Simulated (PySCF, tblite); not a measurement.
# C7H9 radical: geometry, infrared bands and EPR parameters

Wanted: the infrared bands and EPR parameters of C7H9 radical (`C=C[C@@H]1[C]=C(C)C1`), by calculation.

Programs: tblite 0.8.0 and PySCF 2.14.0, with density-fitted response routines of our own. Each step states its level of theory. These are calculated values for one molecule in the gas phase, unless marked as measured. Atoms count from 0, in the outputs and in this text.

### 1 The starting structure

16 atoms, charge 0, multiplicity 2; geometry from: force field or distance geometry start.

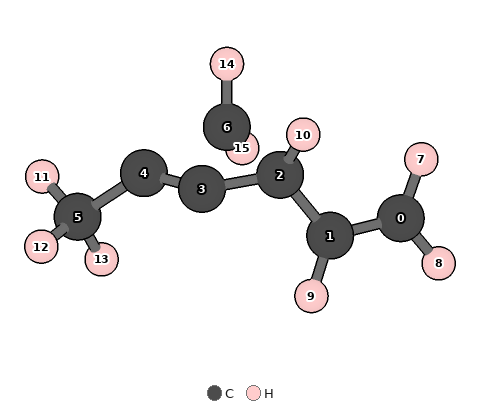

As it starts; carbon dark grey, hydrogen pink, atoms numbered.

### 2 Geometry optimisation with GFN2-xTB

The job: settings as JSON, then the geometry in Å.

```
{"job": {"kind": "relax", "xc": "GFN2-xTB", "basis": "xTB"}, "charge": 0, "multiplicity": 2}
C      2.371200    -1.089700     1.230700
C      1.182100    -0.456100     1.354800
C      0.890300     0.720700     0.545900
C     -0.435000     1.015800     0.315100
C     -1.284300     0.897600    -0.572800
C     -2.704900     0.291000    -0.741200
C      0.287800     0.236200    -1.149100
H      3.122800    -0.749800     0.528600
H      2.601000    -1.959800     1.839700
H      0.449400    -0.812200     2.089900
H      1.610700     1.532200     0.530700
H     -3.012800     0.332300    -1.784900
H     -3.427700     0.852600    -0.127900
H     -2.703500    -0.754100    -0.418400
H      0.758400     0.797100    -1.961800
H      0.287000    -0.844800    -1.331800
```

Run with:

```sh
OMP_NUM_THREADS=1 python probes_run.py task.json out
```

One launch serves the whole session: the jobs run in the order shown.

Output:

```text
step      E/eV     max force
  0    -524.31618    6.437
  1    -524.72465    4.758
  2    -525.27315    4.781
  3    -525.13133    8.770
  4    -525.99510    3.519
  5    -526.28689    3.086
  6    -526.77542    4.412
  7    -527.07437    1.526
  8    -527.19348    1.045
  9    -527.34861    0.670
 10    -527.38033    0.658
 11    -527.44098    0.548
 12    -527.46625    0.611
 13    -527.49591    0.473
 14    -527.51565    0.330
 15    -527.53592    0.347
 16    -527.55467    0.327
 17    -527.56776    0.299
 18    -527.57605    0.228
 19    -527.58319    0.233
 20    -527.59053    0.256
 21    -527.59601    0.196
 22    -527.59955    0.153
 23    -527.60266    0.150
 24    -527.60583    0.138
 25    -527.60876    0.126
 26    -527.61126    0.103
 27    -527.61368    0.125
 28    -527.61677    0.166
 29    -527.62101    0.205
 30    -527.62590    0.178
 31    -527.63067    0.153
 32    -527.63516    0.159
 33    -527.63930    0.188
 34    -527.64293    0.191
 35    -527.64648    0.169
 36    -527.65069    0.186
 37    -527.65626    0.201
 38    -527.66305    0.200
 39    -527.66919    0.156
 40    -527.67367    0.179
 41    -527.67850    0.196
 42    -527.68424    0.182
 43    -527.68893    0.166
 44    -527.69210    0.124
 45    -527.69466    0.157
 46    -527.69766    0.152
 47    -527.70169    0.148
 48    -527.70474    0.158
 49    -527.70664    0.097
 50    -527.70885    0.125
 51    -527.71049    0.066
 52    -527.71132    0.060
 53    -527.71195    0.058
 54    -527.71272    0.059
 55    -527.71346    0.059
 56    -527.71412    0.059
 57    -527.71474    0.058
 58    -527.71546    0.064
 59    -527.71634    0.070
 60    -527.71730    0.069
 61    -527.71826    0.082
 62    -527.71937    0.092
 63    -527.72089    0.100
 64    -527.72317    0.118
 65    -527.72592    0.124
 66    -527.72859    0.127
 67    -527.73060    0.109
 68    -527.73277    0.121
 69    -527.73469    0.168
 70    -527.73661    0.111
 71    -527.73784    0.091
 72    -527.73886    0.072
 73    -527.73979    0.079
 74    -527.74115    0.105
 75    -527.74293    0.150
 76    -527.74576    0.169
 77    -527.74897    0.147
 78    -527.75251    0.200
 79    -527.75449    0.273
 80    -527.75656    0.085
 81    -527.75762    0.088
 82    -527.75954    0.106
 83    -527.76087    0.143
 84    -527.76209    0.116
 85    -527.76263    0.046
 86    -527.76288    0.062
 87    -527.76302    0.028
 88    -527.76314    0.019
 89    -527.76320    0.020
 90    -527.76324    0.012
 91    -527.76326    0.011
 92    -527.76329    0.011
 93    -527.76331    0.012
 94    -527.76333    0.016
 95    -527.76335    0.015
 96    -527.76337    0.011
 97    -527.76340    0.009
```

It took 0.45 s on 1 thread of Arm Neoverse V2, shared host.

Relaxation path: (not every step is listed) (the energy doesn't fall at every step)

| step | energy from step 0 (eV) | largest force (eV/Å) |
| --- | --- | --- |
| 0 | 0.0000 | 6.4371 |
| 1 | -0.4085 | 4.7580 |
| 2 | -0.9570 | 4.7807 |
| 3 | -0.8152 | 8.7698 |
| 4 | -1.6789 | 3.5189 |
| 5 | -1.9707 | 3.0858 |
| 6 | -2.4592 | 4.4119 |
| 7 | -2.7582 | 1.5261 |
| 8 | -2.8773 | 1.0453 |
| 16 | -3.2385 | 0.3268 |
| 24 | -3.2896 | 0.1383 |
| 32 | -3.3190 | 0.1585 |
| 40 | -3.3575 | 0.1786 |
| 48 | -3.3886 | 0.1579 |
| 56 | -3.3979 | 0.0595 |
| 64 | -3.4070 | 0.1175 |
| 72 | -3.4227 | 0.0717 |
| 80 | -3.4404 | 0.0846 |
| 88 | -3.4470 | 0.0191 |
| 92 | -3.4471 | 0.0112 |
| 93 | -3.4471 | 0.0121 |
| 94 | -3.4471 | 0.0161 |
| 95 | -3.4472 | 0.0154 |
| 96 | -3.4472 | 0.0115 |
| 97 | -3.4472 | 0.0086 |

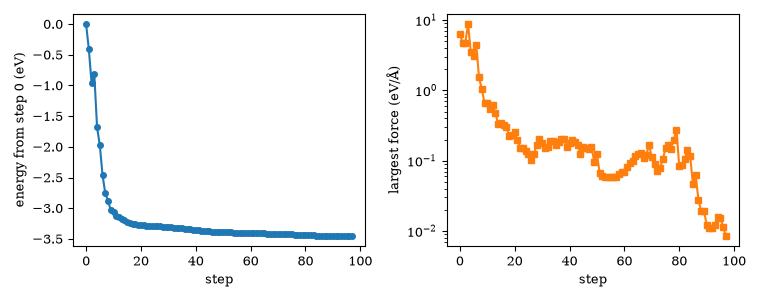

Energy and largest force along the relaxation.

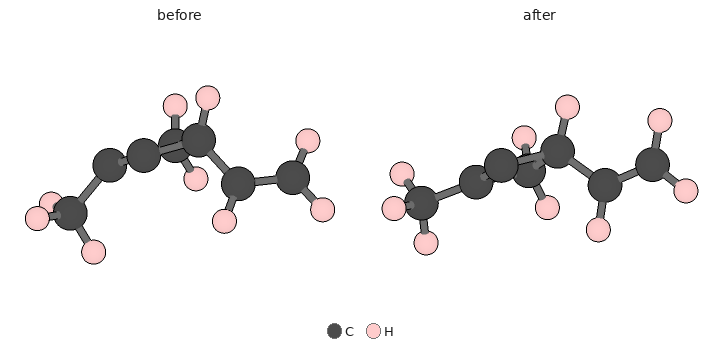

The geometry before (left) and after (right).

Distances of close pairs at the start and the end, largest changes first:

| bond | before (Å) | after (Å) | change (Å) |
| --- | --- | --- | --- |
| C2–C6 | 1.863 | 1.560 | -0.303 |
| C4–C6 | 1.800 | 1.524 | -0.277 |
| C2–C3 | 1.377 | 1.519 | +0.142 |
| C3–C4 | 1.234 | 1.323 | +0.089 |
| C4–C5 | 1.554 | 1.476 | -0.077 |
| C0–C1 | 1.353 | 1.323 | -0.030 |
| C1–C2 | 1.458 | 1.478 | +0.021 |
| C1–H9 | 1.097 | 1.083 | -0.015 |

The next job starts from the end point, and lists it.

### 3 Harmonic vibrations with GFN2-xTB

The job: settings as JSON, then the geometry in Å.

```
{"job": {"kind": "ir", "xc": "GFN2-xTB", "basis": "xTB"}, "charge": 0, "multiplicity": 2}
C      2.638697    -0.686639     1.524696
C      1.389019    -0.687425     1.089615
C      0.815684     0.347138     0.202571
C     -0.501665     0.957257     0.650024
C     -1.260766     0.526805    -0.344687
C     -2.663660     0.607200    -0.797683
C     -0.062519    -0.167797    -0.979584
H      3.336524     0.084422     1.241579
H      3.014024    -1.452545     2.181115
H      0.701799    -1.466974     1.393408
H      1.565785     1.083682    -0.088513
H     -2.725245     1.132027    -1.752002
H     -3.268439     1.138394    -0.066425
H     -3.073631    -0.393710    -0.937601
H      0.230009     0.240309    -1.945998
H     -0.143216    -1.253200    -1.022877
```

Output:

```text
mode    cm-1     km/mol
  1      76.4      0.38
  2      92.9      0.82
  3     106.8      0.26
  4     264.3      2.31
  5     318.9      2.26
  6     339.5      1.41
  7     377.7      1.44
  8     441.0      1.00
  9     648.7      1.08
 10     687.2      3.65
 11     836.2      2.08
 12     886.7     12.00
 13     889.2      5.41
 14     929.3      2.68
 15     944.5      1.02
 16     999.1      5.81
 17    1014.6     30.22
 18    1015.1      7.40
 19    1044.6      3.58
 20    1081.5      6.11
 21    1103.9      7.83
 22    1165.1      4.16
 23    1182.0      4.25
 24    1207.1     40.47
 25    1244.9      1.00
 26    1304.6      1.08
 27    1394.8      3.81
 28    1415.4      1.57
 29    1431.1      2.81
 30    1468.3      5.51
 31    1473.8      4.07
 32    1688.5      7.89
 33    1736.6     18.69
 34    2962.9     14.83
 35    2976.7     26.92
 36    2978.0     47.35
 37    2985.6     42.79
 38    3000.1     38.21
 39    3039.9     22.23
 40    3054.6     35.34
 41    3099.7     23.76
 42    3128.7     49.73
```

Wall time 0.36 s (1 thread of Arm Neoverse V2, shared host).

Which atoms move in the most intense modes:

| cm⁻¹ | km/mol | atoms |
| --- | --- | --- |
| 1015 | 30.2 | H13 17 %, C5 16 %, C3 13 % |
| 1207 | 40.5 | C4 42 %, H10 17 % |
| 2977 | 26.9 | H15 58 %, H14 37 % |
| 2978 | 47.4 | H14 44 %, H15 24 %, H10 20 % |
| 2986 | 42.8 | H11 56 %, H13 33 % |
| 3000 | 38.2 | H13 59 %, H11 36 % |
| 3055 | 35.3 | H9 91 % |
| 3129 | 49.7 | H8 68 %, H7 21 % |

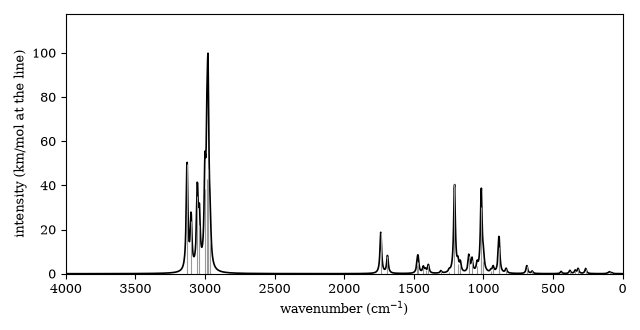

The infrared spectrum from these modes, unscaled. Lines are broadened to a width of 14 cm⁻¹ (Lorentzian).

### 4 EPR parameters: B3LYP/pcH-1

The job, as its differences from that of step 3:

```diff
@@ -1,2 +1,2 @@
-{"job": {"kind": "ir", "xc": "GFN2-xTB", "basis": "xTB"}, "charge": 0, "multiplicity": 2}
+{"job": {"kind": "epr", "basis": "pcH-1"}, "charge": 0, "multiplicity": 2}
 C      2.638697    -0.686639     1.524696
```

Level: UKS B3LYP, pcH-1 on C H, non-relativistic, mean-field spin-orbit, GIAO.

Output:

```text
UKS, coarse grid
  cycle   1  E = -271.97511557  |g| = 3.03e-01
  cycle   2  E = -271.97821065  |g| = 3.04e-01
  cycle   3  E = -272.02793463  |g| = 2.51e-02
  cycle   4  E = -272.02811340  |g| = 2.37e-02
  cycle   5  E = -272.02838687  |g| = 8.51e-03
  cycle   6  E = -272.02843833  |g| = 3.39e-03
  cycle   7  E = -272.02845155  |g| = 1.64e-03
  cycle   8  E = -272.02845755  |g| = 7.53e-04
UKS, final grid
  cycle   1  E = -272.02845953  |g| = 8.55e-04
  cycle   2  E = -272.02845927  |g| = 1.41e-03
  cycle   3  E = -272.02846029  |g| = 2.26e-04
  cycle   4  E = -272.02846040  |g| = 1.91e-04
  cycle   5  E = -272.02846049  |g| = 9.07e-05
  cycle   6  E = -272.02846049  |g| = 2.48e-05
E = -272.02846049 Eh   <S^2> = 0.7569 (exact 0.7500)
g shifts (ppm)      1          2          3
  rmc          -165       -165       -165
  gc             20          9          4
  oz_so        -863        -35        795
  total       -1008       -191        635
hyperfine (MHz)  atom isotope    a_iso     a_fc   dipolar eigenvalues
    0   13C       1.05       1.05     -1.72     -0.76      2.48
    1   13C      -1.91      -1.91     -1.93     -0.49      2.43
    2   13C      29.56      29.56    -14.04    -11.79     25.83
    3   13C     348.97     348.97    -72.56    -54.83    127.39
    4   13C      10.66      10.66    -25.09     -2.42     27.51
    5   13C       7.55       7.55     -1.27     -1.15      2.42
    6   13C      94.69      94.69     -8.99     -7.21     16.20
    7    1H      -1.26      -1.26     -1.18     -0.86      2.04
    8    1H      -1.47      -1.47     -1.30     -0.67      1.97
    9    1H       0.18       0.18     -3.15     -2.37      5.52
   10    1H      -2.33      -2.33     -8.21     -4.34     12.56
   11    1H      -8.89      -8.89     -2.05     -1.49      3.54
   12    1H       3.47       3.47     -3.06     -2.49      5.56
   13    1H      -7.85      -7.85     -2.01     -1.46      3.47
   14    1H      20.09      20.09     -5.32     -0.93      6.25
   15    1H      20.46      20.46     -5.32     -0.96      6.28
```

Run time: 63 s. Hardware: 1 thread of Arm Neoverse V2, shared host; peak memory 1 GiB.

Principal g values 2.00131, 2.00213, 2.00295; g(iso) = 2.00213, against 2.00232 for a free electron.

Hyperfine couplings; where a row names several nuclei, a(iso) is their mean (it holds for fast rotation or exchange) and the dipolar term the largest among them:

| nuclei | isotope | a(iso) (MHz) | a(iso) (G, at g = 2.0023) | largest dipolar term (MHz) |
| --- | --- | --- | --- | --- |
| C3 | 13C | 349.0 | 124.5 | 127.4 |
| C6 | 13C | 94.7 | 33.8 | 16.2 |
| C2 | 13C | 29.6 | 10.5 | 25.8 |
| H15 | 1H | 20.5 | 7.3 | 6.3 |
| H14 | 1H | 20.1 | 7.2 | 6.2 |
| C4 | 13C | 10.7 | 3.8 | 27.5 |
| C5 | 13C | 7.5 | 2.7 | 2.4 |
| H11, H12, H13 | 1H | -4.4 | -1.6 | 5.6 |
| H10 | 1H | -2.3 | -0.8 | 12.6 |
| C1 | 13C | -1.9 | -0.7 | 2.4 |
| H8 | 1H | -1.5 | -0.5 | 2.0 |
| H7 | 1H | -1.3 | -0.4 | 2.0 |
| C0 | 13C | 1.0 | 0.4 | 2.5 |
| H9 | 1H | 0.2 | 0.1 | 5.5 |

Mulliken spin populations:

C0 0.02; C1 -0.01; C2 0.05; C3 0.90; C4 -0.08; C5 0.01; C6 0.09; H7 0.00; H8 0.00; H9 0.00; H10 0.00; H11 0.00; H12 0.01; H13 0.00; H14 0.01; H15 0.01

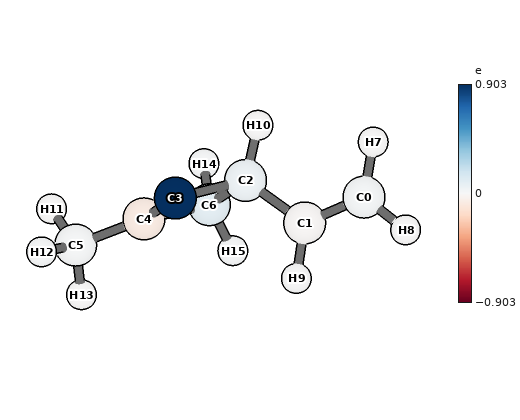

Mulliken spin populations, as colours on the atoms.

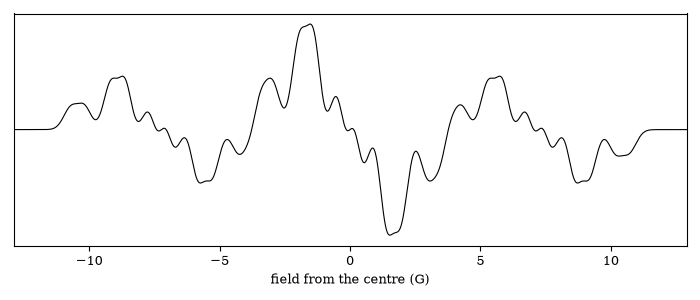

First-order isotropic spectrum (first derivative, main isotopes with spin only, couplings over 0.8 MHz, Gaussian width 0.3 G; couplings of the frozen geometry, rotation of groups not averaged beyond the rows shown).

Orbitals, density, ELF and potential are computed afterwards from the orbital file.

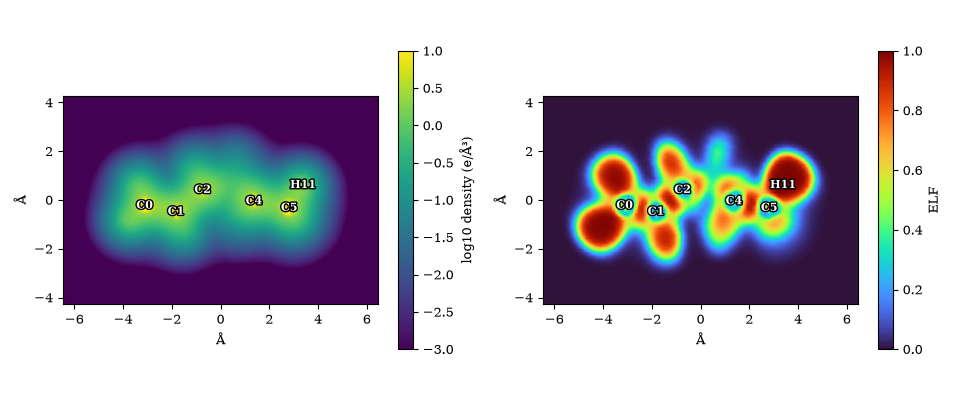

Density (left) and ELF (right) in a plane through or near 6 of the atoms.

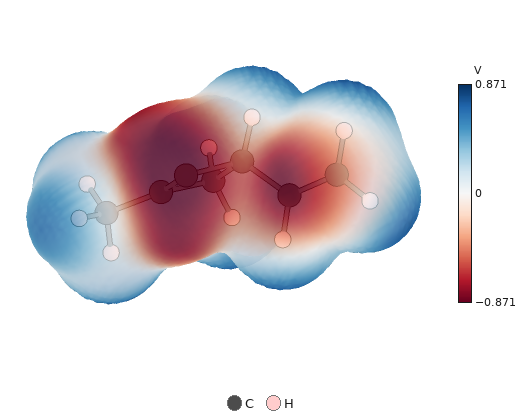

Electrostatic potential on the surface of density 0.002 e/bohr³; red is low, blue high. It runs from -0.87 V near C3 to 0.75 V near H14.

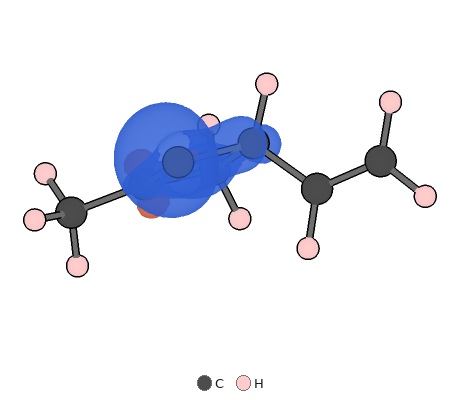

Spin density at ±0.04 e/Å³ (alpha excess blue, beta excess red).

### 5 Summary of results

| quantity | value |
| --- | --- |
| strongest single infrared mode (GFN2-xTB) | 3129 cm⁻¹, 50 km/mol |
| zero-point energy (GFN2-xTB) | 83.0 kcal/mol |
| g(iso) (B3LYP) | 2.00213 |
| ⟨S²⟩ | 0.757 (exact 0.75) |
| largest a(iso) (averaged by class) | 13C on C3, 349.0 MHz |
| surface potential, least and greatest | -0.87 V and 0.75 V |

**Reading.** Over 97 steps the energy fell by 3.447 eV; of the close pairs, C2–C6 changed most, 1.863 to 1.560 Å. All 42 modes are real, so the xTB geometry is a minimum. The strongest single mode, at 3129 cm⁻¹, moves mainly H8. Unscaled tight-binding wavenumbers are off by several per cent, some by more. Its intensities can rank the bands wrongly. Most of the unpaired spin sits on C3 (0.90 e). The isotropic g lies 0.2 ppt below the free-electron value.
